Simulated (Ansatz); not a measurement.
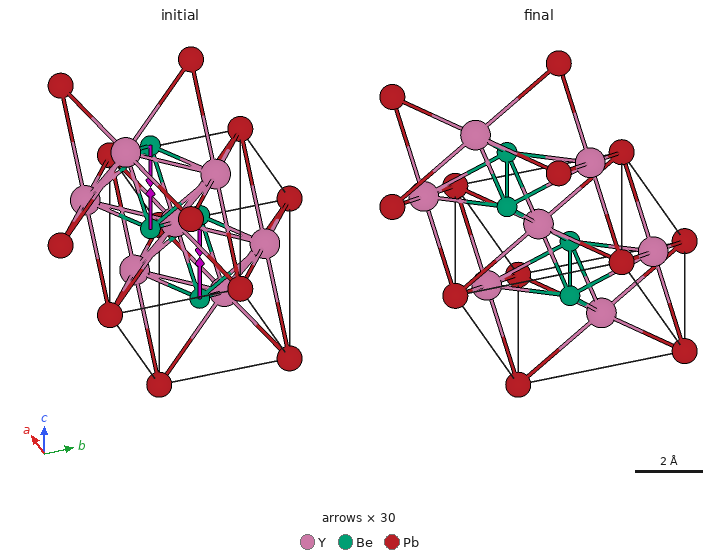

The structure of solid Y₂Be₂Pb (a generated structure, set up in P4/mmm) (coarse preliminary run) before (left) and after (right) a relaxation, at one scale. The purple arrows give the displacements (the part carried along by the change of the cell is left out), magnified 30 times.

Style: ball-and-stick. Shown: the cell of the calculation, repeated 2 × 1 × 1 with one cell outlined, from a free direction.

Theory: Ansatz, DFT PBE, scalar-relativistic, plane waves, PAW. (plane-wave cutoff 420 eV; k-point mesh 4 × 4 × 4; occupations gaussian; smearing width 0.1 eV; no spin polarisation; cell and atoms relaxed; force threshold 0.04 eV/Å; at most 70 steps)

**Summarise the run.**

After 14 accepted moves (16 points after the start) the energy has fallen by 627 meV per atom. Largest force component: 2.6 eV/Å at the start, 0.0042 eV/Å at the end. The pressure goes from 9.55 to 0.00 GPa. At 2 points the geometry stayed and the basis and grid were re-selected for the new cell (energy shift of 20.5 meV per atom at most each time). The largest moves relative to the cell, 0.050 Å, are those of Be atoms. Y and Pb stay in place. The drawn cell changes as follows: a = b 4.219 → 5.387 Å (+27.7 %), c 5.723 → 3.940 Å (−31.2 %); the volume changes by +12.2 %. Some distances before and after: Be–Be 2.976 → 1.949 Å, Y–Y 2.984 → 3.809 Å, Be–Be 2.747 → 1.991 Å, Be–Y 2.582 → 2.864 Å. New bonds form: Be–Be (2.98 → 1.95 Å). Bond angles that change, for instance: Y–Be–Y 109.6° → 140.2°, Y–Be–Y 70.6° → 83.4°. The space group stays P4/mmm (No. 123). Cost: 29 s on 1 thread of Intel(R) Xeon(R) 6975P-C (Granite Rapids), with other jobs on the host, peak memory 0.49 GiB.

Limits of the set-up: the k-point mesh is coarse for a cell with partly filled bands.
